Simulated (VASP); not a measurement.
Band structure of BaGaSnH (space group P3m1). Level of theory: LDA (Ceperley-Alder, Perdew-Zunger) with spin-orbit coupling, VASP's LDA PAW potentials (set 64) (plane waves; VASP).

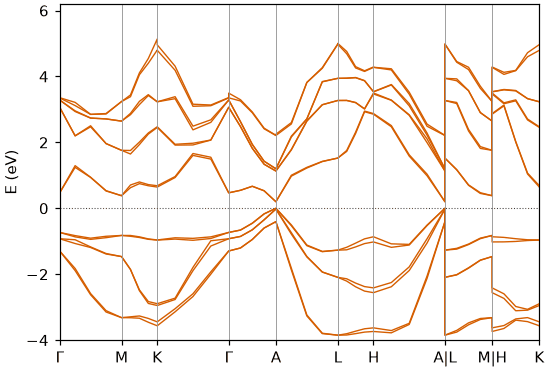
Figure. Bands along high-symmetry lines, zero at the valence-band maximum or, without a gap, the Fermi level

Question: Read the plot: is there a gap, and where are the band edges?

Answer: The gap is direct, 0.20 eV, from the valence maximum at A to the conduction minimum at A.

The structure comes from a computed database's BaGaSnH entry (P3m1); how it stands against other phases isn't given here. It was relaxed first, which changed the volume by -10 %.
